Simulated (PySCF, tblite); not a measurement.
# C2H7ClOSi3: geometry, infrared bands and NMR shifts

Wanted: the infrared bands and NMR shifts of C2H7ClOSi3 (`[SiH3]C#C[SiH2]O[SiH2]Cl`), by calculation.

The runs use tblite 0.8.0 and PySCF 2.14.0, with density-fitted response routines of our own; the level of theory stands in each step. All values are computed, except where a source is named. Atoms are numbered from 0 throughout.

### Step 1. The starting structure

14 atoms, charge 0, multiplicity 1; geometry from: force field or distance geometry start.

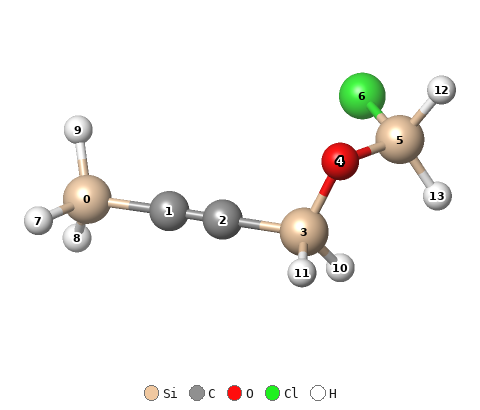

The starting geometry (silicon light orange, carbon grey, oxygen red, chlorine green, hydrogen white), atoms numbered; sticks join atoms by distance.

### Step 2. Geometry optimisation with GFN2-xTB

Job settings and geometry (Å):

```
{"job": {"kind": "relax", "xc": "GFN2-xTB", "basis": "xTB"}, "charge": 0, "multiplicity": 1}
Si     3.534200     0.823400     0.053500
C      1.868300     0.128000    -0.267200
C      0.789200    -0.339200    -0.480400
Si    -0.872800    -1.042200    -0.860400
O     -2.074000     0.163600    -0.960800
Si    -3.128100     0.161100     0.381000
Cl    -2.272300     1.140300     2.029500
H      4.395200     0.764700    -1.152200
H      4.213500     0.042800     1.076100
H      3.352700     2.244800     0.375700
H     -1.146700    -2.039600     0.200800
H     -0.858700    -1.758300    -2.154900
H     -4.356800     0.927500     0.066700
H     -3.444400    -1.217300     0.790400
```

Run with:

```console
> OMP_NUM_THREADS=1 python probes_run.py task.json out
```

The driver reads the jobs from task.json and runs them one after another.

The program printed:

```text
step      E/eV     max force
  0    -591.12874    2.615
  1    -591.23966    3.085
  2    -591.41330    1.444
  3    -591.46463    0.749
  4    -591.51436    0.510
  5    -591.53133    0.490
  6    -591.58680    0.613
  7    -591.60830    0.457
  8    -591.62817    0.359
  9    -591.64387    0.395
 10    -591.66817    0.508
 11    -591.69550    0.569
 12    -591.72213    0.453
 13    -591.74048    0.264
 14    -591.74960    0.254
 15    -591.75841    0.266
 16    -591.77070    0.295
 17    -591.78198    0.228
 18    -591.79064    0.269
 19    -591.79905    0.260
 20    -591.80920    0.232
 21    -591.81749    0.177
 22    -591.82159    0.135
 23    -591.82373    0.175
 24    -591.82593    0.127
 25    -591.82841    0.143
 26    -591.83122    0.142
 27    -591.83381    0.114
 28    -591.83533    0.083
 29    -591.83633    0.076
 30    -591.83702    0.068
 31    -591.83769    0.065
 32    -591.83848    0.099
 33    -591.83926    0.098
 34    -591.83983    0.078
 35    -591.84021    0.046
 36    -591.84057    0.049
 37    -591.84105    0.049
 38    -591.84148    0.065
 39    -591.84190    0.061
 40    -591.84228    0.052
 41    -591.84274    0.060
 42    -591.84334    0.068
 43    -591.84409    0.085
 44    -591.84486    0.075
 45    -591.84555    0.051
 46    -591.84611    0.050
 47    -591.84656    0.046
 48    -591.84699    0.061
 49    -591.84750    0.062
 50    -591.84778    0.128
 51    -591.84866    0.077
 52    -591.84934    0.039
 53    -591.85001    0.051
 54    -591.85027    0.045
 55    -591.85054    0.036
 56    -591.85079    0.030
 57    -591.85109    0.047
 58    -591.85140    0.057
 59    -591.85167    0.048
 60    -591.85184    0.023
 61    -591.85195    0.022
 62    -591.85205    0.024
 63    -591.85219    0.036
 64    -591.85240    0.041
 65    -591.85266    0.040
 66    -591.85293    0.033
 67    -591.85313    0.029
 68    -591.85323    0.028
 69    -591.85333    0.026
 70    -591.85352    0.032
 71    -591.85370    0.036
 72    -591.85396    0.036
 73    -591.85420    0.031
 74    -591.85443    0.030
 75    -591.85465    0.030
 76    -591.85489    0.037
 77    -591.85520    0.045
 78    -591.85570    0.061
 79    -591.85654    0.088
 80    -591.85770    0.107
 81    -591.85884    0.083
 82    -591.85973    0.068
 83    -591.86042    0.072
 84    -591.86129    0.076
 85    -591.86234    0.231
 86    -591.86130    0.262
 87    -591.86487    0.119
 88    -591.86621    0.077
 89    -591.86852    0.074
 90    -591.86907    0.042
 91    -591.86935    0.042
 92    -591.86970    0.048
 93    -591.86992    0.038
 94    -591.87029    0.039
 95    -591.87049    0.029
 96    -591.87061    0.027
 97    -591.87074    0.025
 98    -591.87088    0.024
 99    -591.87102    0.026
100    -591.87110    0.024
101    -591.87115    0.018
102    -591.87121    0.021
103    -591.87130    0.030
104    -591.87143    0.036
105    -591.87157    0.047
106    -591.87165    0.020
107    -591.87167    0.013
108    -591.87169    0.013
109    -591.87172    0.014
110    -591.87178    0.020
111    -591.87186    0.026
112    -591.87194    0.020
113    -591.87198    0.010
```

Run time: 1.8 s. Hardware: 1 thread of Arm Neoverse N1, shared host; peak memory 0.18 GiB.

Along the way: (not every step is listed)

| step | energy from step 0 (eV) | largest force (eV/Å) |
| --- | --- | --- |
| 0 | 0.0000 | 2.6150 |
| 1 | -0.1109 | 3.0855 |
| 2 | -0.2846 | 1.4441 |
| 3 | -0.3359 | 0.7493 |
| 4 | -0.3856 | 0.5100 |
| 5 | -0.4026 | 0.4904 |
| 6 | -0.4581 | 0.6133 |
| 7 | -0.4796 | 0.4568 |
| 8 | -0.4994 | 0.3589 |
| 18 | -0.6619 | 0.2690 |
| 28 | -0.7066 | 0.0834 |
| 38 | -0.7127 | 0.0648 |
| 48 | -0.7183 | 0.0609 |
| 58 | -0.7227 | 0.0569 |
| 68 | -0.7245 | 0.0279 |
| 78 | -0.7270 | 0.0612 |
| 88 | -0.7375 | 0.0770 |
| 98 | -0.7421 | 0.0241 |
| 108 | -0.7429 | 0.0128 |
| 109 | -0.7430 | 0.0136 |
| 110 | -0.7430 | 0.0200 |
| 111 | -0.7431 | 0.0260 |
| 112 | -0.7432 | 0.0197 |
| 113 | -0.7432 | 0.0100 |

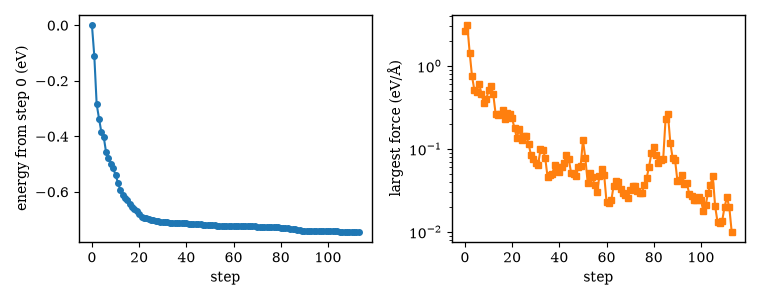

Energy and force, step by step.

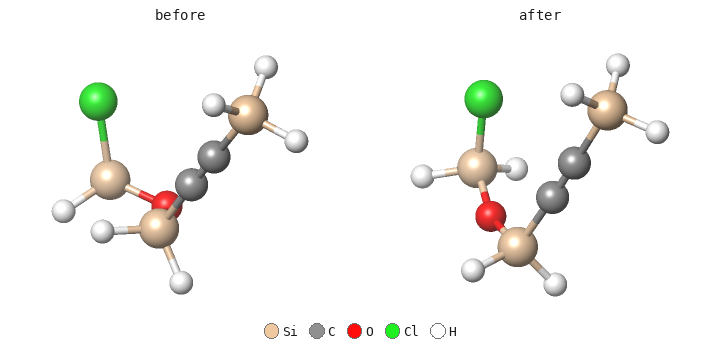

The geometry before (left) and after (right).

Distances of close pairs at the start and the end, largest changes first:

| bond | before (Å) | after (Å) | change (Å) |
| --- | --- | --- | --- |
| O4–Si5 | 1.706 | 1.608 | -0.098 |
| Si5–Cl6 | 2.100 | 2.005 | -0.095 |
| Si3–O4 | 1.705 | 1.635 | -0.070 |
| Si5–H12 | 1.482 | 1.456 | -0.026 |
| Si3–H10 | 1.482 | 1.462 | -0.020 |
| Si5–H13 | 1.472 | 1.455 | -0.018 |
| Si3–H11 | 1.479 | 1.462 | -0.017 |
| Si0–C1 | 1.833 | 1.850 | +0.017 |

The next job starts from the end point, and lists it.

### Step 3. Vibrational analysis with GFN2-xTB

Job settings and geometry (Å):

```
{"job": {"kind": "ir", "xc": "GFN2-xTB", "basis": "xTB"}, "charge": 0, "multiplicity": 1}
Si     3.210680     1.007471     0.149100
C      1.718376     0.019161    -0.319920
C      0.733686    -0.617710    -0.623193
Si    -0.819356    -1.539265    -1.022604
O     -2.070666    -0.793063    -0.280042
Si    -2.840214     0.337994     0.565607
Cl    -1.544906     1.250685     1.793751
H      4.097078     1.056049    -1.017962
H      3.872286     0.336231     1.270838
H      2.772130     2.353266     0.522999
H     -0.797149    -2.883426    -0.448852
H     -1.123313    -1.460482    -2.450590
H     -3.367279     1.310854    -0.380773
H     -3.842030    -0.378237     1.339575
```

The program printed:

```text
mode    cm-1     km/mol
  1     -19.4      0.01
  2      10.8      1.02
  3      23.8      0.36
  4      47.8      4.06
  5      79.3      1.15
  6     111.7      2.13
  7     165.5      8.62
  8     235.1     12.60
  9     249.9      0.06
 10     320.1     14.76
 11     436.8      9.26
 12     494.1     29.44
 13     499.1     15.34
 14     513.9     92.41
 15     533.2     84.31
 16     538.6    132.24
 17     577.0      2.31
 18     603.5     11.85
 19     612.9     43.07
 20     703.2    371.83
 21     745.7    924.01
 22     762.1    314.22
 23     781.5    220.47
 24     783.4    195.05
 25     790.6    145.50
 26     794.1     33.55
 27     874.2    343.23
 28    1085.7    624.43
 29    2240.1    295.82
 30    2246.8    123.51
 31    2247.7    224.65
 32    2252.0    411.92
 33    2262.2    342.04
 34    2265.6     53.76
 35    2297.8    332.19
 36    2327.0    153.42
```

It took 1.1 s on 1 thread of Arm Neoverse N1, shared host; peak memory 0.18 GiB.

Which atoms move in the most intense modes:

```csv
cm⁻¹,km/mol,atoms
703,371.8,"H10 22 %, H11 21 %, H13 21 %, H12 20 %"
746,924.0,"H10 27 %, H11 27 %, H12 15 %, H13 14 %"
762,314.2,"H10 25 %, H11 25 %, H12 20 %, H13 19 %"
874,343.2,"C1 34 %, C2 33 %, Si3 17 %, Si0 13 %"
1086,624.4,"O4 78 %, Si5 12 %"
2252,411.9,"H8 72 %, H9 13 %"
2262,342.0,"H10 56 %, H11 30 %, H9 12 %"
2298,332.2,"H12 71 %, H13 24 %"
```

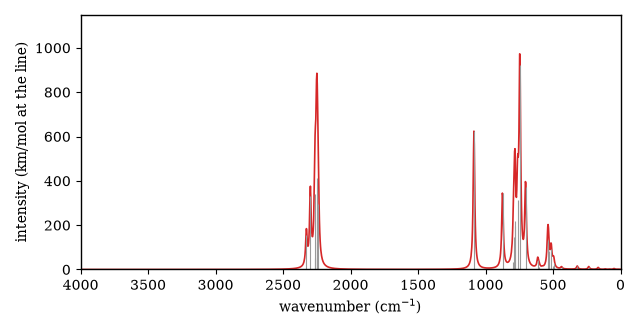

The infrared spectrum from these modes, unscaled. Lines are broadened to a width of 14 cm⁻¹ (Lorentzian).

### Step 4. Shielding tensors: PBE0/pcSseg-1

Same as in step 3 but for these lines:

```diff
@@ -1,2 +1,2 @@
-{"job": {"kind": "ir", "xc": "GFN2-xTB", "basis": "xTB"}, "charge": 0, "multiplicity": 1}
+{"job": {"kind": "nmr", "xc": "PBE0", "basis": "pcSseg-1"}, "charge": 0, "multiplicity": 1}
 Si     3.210680     1.007471     0.149100
```

With the program's defaults for keys left out, this is: GIAO PBE0/pcSseg-1 NMR shielding, non-relativistic, gas phase.

The program printed:

```text
coarse grid: 14096 points
cycle   1  E = -1483.4557550226  dE =  6.507e-01  |g| = 8.163e-01  |ddm| = 3.615e+00
cycle   2  E = -1483.2911028073  dE =  1.647e-01  |g| = 1.239e+00  |ddm| = 1.647e+00
cycle   3  E = -1483.5774264548  dE = -2.863e-01  |g| = 1.368e-01  |ddm| = 1.077e+00
cycle   4  E = -1483.5811546479  dE = -3.728e-03  |g| = 4.287e-02  |ddm| = 1.654e-01
cycle   5  E = -1483.5815460640  dE = -3.914e-04  |g| = 1.956e-02  |ddm| = 5.541e-02
cycle   6  E = -1483.5816300044  dE = -8.394e-05  |g| = 7.021e-03  |ddm| = 1.663e-02
cycle   7  E = -1483.5816426888  dE = -1.268e-05  |g| = 9.359e-04  |ddm| = 6.189e-03
cycle   8  E = -1483.5816429259  dE = -2.371e-07  |g| = 1.742e-04  |ddm| = 1.295e-03
final grid: 118752 points
cycle   9  E = -1483.6314254582  dE = -1.542e-05  |g| = 7.274e-03  |ddm| = 2.069e-02
cycle  10  E = -1483.6314132330  dE =  1.223e-05  |g| = 1.081e-02  |ddm| = 1.272e-02
cycle  11  E = -1483.6314342117  dE = -2.098e-05  |g| = 8.503e-04  |ddm| = 7.833e-03
cycle  12  E = -1483.6314343198  dE = -1.081e-07  |g| = 3.050e-04  |ddm| = 9.454e-04
cycle  13  E = -1483.6314343406  dE = -2.079e-08  |g| = 1.334e-04  |ddm| = 3.213e-04
cycle  14  E = -1483.6314343451  dE = -4.475e-09  |g| = 2.357e-05  |ddm| = 1.084e-04
cycle  15  E = -1483.6314343452  dE = -1.369e-10  |g| = 4.102e-06  |ddm| = 2.526e-05
converged SCF energy = -1483.6314343452

GIAO shielding tensors (ppm)
atom      isotropic    diamagn.    paramagn.     s11        s22        s33       span
  0 Si     447.817     882.197    -434.380    440.921    443.120    459.412     18.491
  1 C       72.330     264.428    -192.098    -20.145    -17.558    254.692    274.837
  2 C       68.024     267.798    -199.773    -35.886    -23.505    263.465    299.352
  3 Si     405.566     881.157    -475.591    366.266    401.936    448.495     82.229
  4 O      280.915     401.783    -120.868    223.057    253.670    366.019    142.962
  5 Si     375.981     880.040    -504.058    356.903    374.051    396.990     40.086
  6 Cl     910.775    1152.047    -241.272    756.046    965.404   1010.876    254.830
  7 H       27.466      28.360      -0.894     23.957     25.730     32.711      8.754
  8 H       27.453      29.030      -1.577     24.049     25.847     32.462      8.412
  9 H       27.407      30.032      -2.625     23.761     26.642     31.819      8.058
 10 H       26.487      29.001      -2.515     23.009     24.753     31.698      8.688
 11 H       26.506      28.855      -2.349     22.982     24.787     31.748      8.766
 12 H       26.179      28.886      -2.707     22.345     24.255     31.937      9.592
 13 H       26.263      27.458      -1.194     22.049     24.354     32.387     10.339
```

Wall time 68 s (1 thread of Arm Neoverse N1, shared host); peak memory 0.96 GiB.

Shifts follow as δ = σ(reference) − σ, with reference shieldings (ppm) from runs at the same level and on the same kind of geometry: ¹H TMS 31.72, ¹³C TMS 186.9, ²⁹Si TMS 349.2, ¹⁷O H2O 336.1, ³⁵Cl HCl 950. The references are single molecules in the gas phase, so shifts against H2O, NH3, PH3, H3PO4 or CFCl3 are not on the usual liquid scales and can be off by tens of ppm. Atoms listed in one row are averaged.

```csv
atoms,environment,σ (ppm),δ (ppm),δ scaled to CDCl3
C2,alkyne carbon,68.0,118.9,114.1
C1,alkyne carbon,72.3,114.6,109.9
"H12, H13","hydrogen on a silicon bonded to Cl, O",26.22,5.50,–
"H10, H11","hydrogen on a silicon bonded to C, O",26.50,5.22,–
"H7, H8, H9",hydrogen on a silicon bonded to C,27.44,4.28,–
Si5,"silicon bonded to Cl, O, 2 H",376.0,-26.8,–
Si3,"silicon bonded to C, O, 2 H",405.6,-56.4,–
Si0,"silicon bonded to C, 3 H",447.8,-98.7,–
O4,oxygen bonded to 2 Si,280.9,55.2,–
Cl6,chlorine bonded to Si,911,39,–
```

The scaled column applies a straight-line fit of computed shieldings to shifts measured in CDCl3, with any fitted terms for Cl, Br or S neighbours (root-mean-square error 0.16 ppm for H, 1.9 ppm for C).

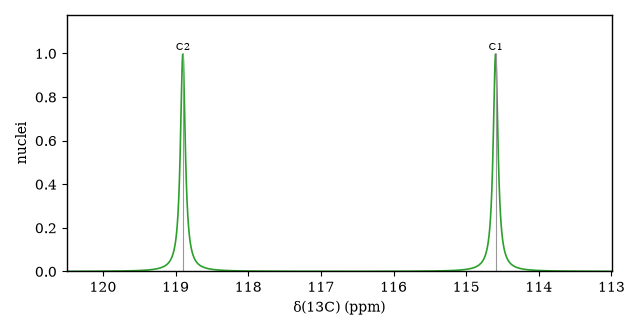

¹³C lines at the computed shifts, without couplings. Lines are broadened to a width of 0.08 ppm (Lorentzian).

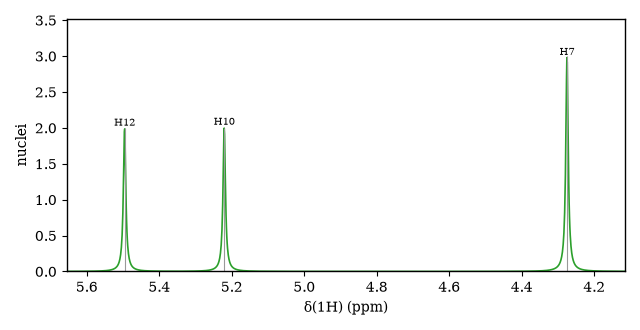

¹H lines at the computed shifts, without couplings. Lines are broadened to a width of 0.01 ppm (Lorentzian).

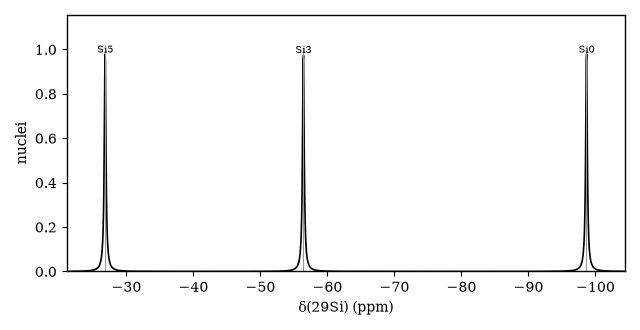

²⁹Si lines at the computed shifts, without couplings. Lines are broadened to a width of 0.29 ppm (Lorentzian).

The run also stored atomic charges by several schemes (e):

```
atoms  Mulliken    IAO  Hirshfeld  ESP fit
  Si0      0.53   0.63       0.35     0.45
   C1     -0.28  -0.29      -0.14    -0.19
   C2     -0.30  -0.34      -0.15    -0.21
  Si3      0.90   1.04       0.43     0.61
   O4     -0.71  -0.89      -0.30    -0.36
  Si5      0.88   1.05       0.41     0.45
  Cl6     -0.32  -0.31      -0.12    -0.18
```

IAO charges:

Si0 0.63; C1 -0.29; C2 -0.34; Si3 1.04; O4 -0.89; Si5 1.05; Cl6 -0.31; H7 -0.11; H8 -0.11; H9 -0.10; H10 -0.13; H11 -0.14; H12 -0.15; H13 -0.15

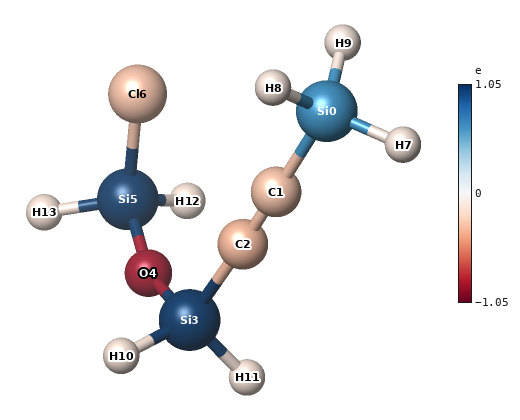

IAO charges, as colours on the atoms.

Mayer bond orders: Si0–C1 0.96, C1–C2 2.49, C2–Si3 0.93, Si3–O4 0.92, O4–Si5 0.98, Si5–Cl6 1.00.

Orbitals, density, ELF and potential are computed afterwards from the orbital file.

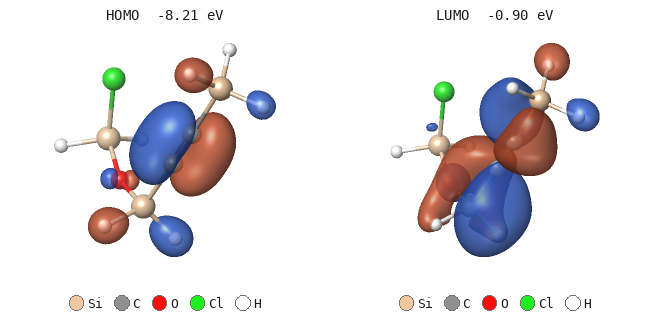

PBE0/pcSseg-1 orbitals near the gap, drawn at the value that encloses 70 % of each; the two colours are the two signs.

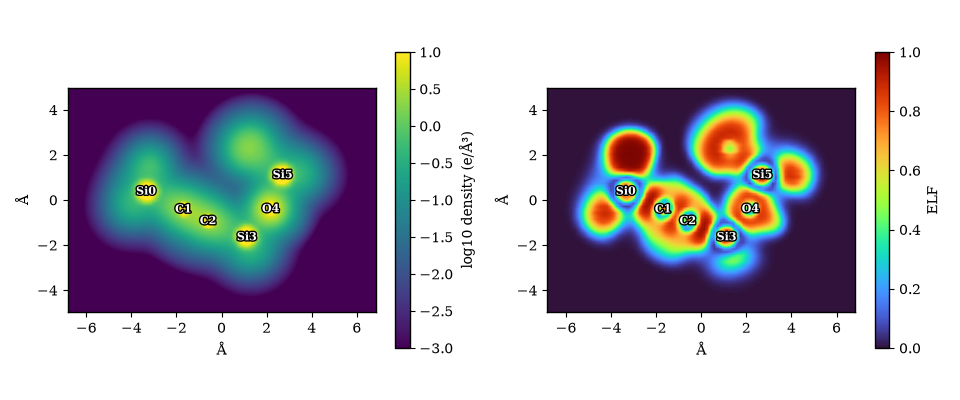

Density (left) and ELF (right) in a plane through or near 6 of the atoms.

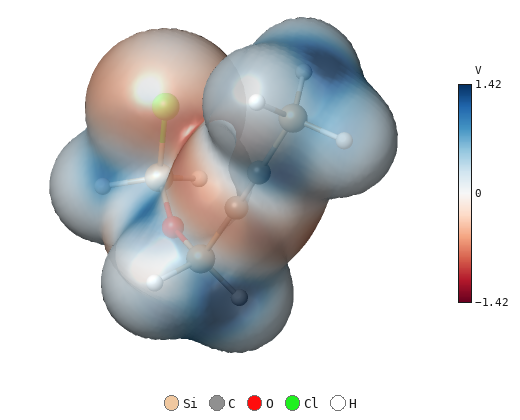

Electrostatic potential on the surface of density 0.002 e/bohr³; red is low, blue high. It runs from -0.72 V near C1 to 1.42 V near H10.

### Step 5. What came out

```
                                                              quantity                    value
                             strongest single infrared mode (GFN2-xTB)     746 cm⁻¹, 924 km/mol
                                          zero-point energy (GFN2-xTB)            45.0 kcal/mol
                                ¹³C shifts against TMS (PBE0/pcSseg-1)         118.9, 114.6 ppm
¹H shifts against TMS (PBE0/pcSseg-1, means over atoms taken as alike)     5.50, 5.22, 4.28 ppm
                               ²⁹Si shifts against TMS (PBE0/pcSseg-1)  -26.8, -56.4, -98.7 ppm
                                ¹⁷O shifts against H2O (PBE0/pcSseg-1)                 55.2 ppm
                               ³⁵Cl shifts against HCl (PBE0/pcSseg-1)                   39 ppm
                                 surface potential, least and greatest       -0.72 V and 1.42 V
```

The optimisation took 113 steps and gained 0.743 eV; among the close pairs (by a distance rule), O4–Si5 changed most, from 1.706 to 1.608 Å. The lowest mode is slightly imaginary (19i cm⁻¹), a soft motion within the noise of the Hessian, so the minimum is not strictly shown. The strongest single mode, at 746 cm⁻¹, is carried by H10, H11, H12, H13. Unscaled tight-binding wavenumbers are off by several per cent, some by more. Its intensities can rank the bands wrongly. At PBE0/pcSseg-1: Shielding is most anisotropic at C2 (span 299 ppm, paramagnetic term -200 ppm). At PBE0/pcSseg-1, counted by nearest atom on the grid, the HOMO lies on C1, C2 about 37 % each; H8, H10, H11 about 6 % each, the LUMO on C1, C2 about 24 % each; Si3 13 %.
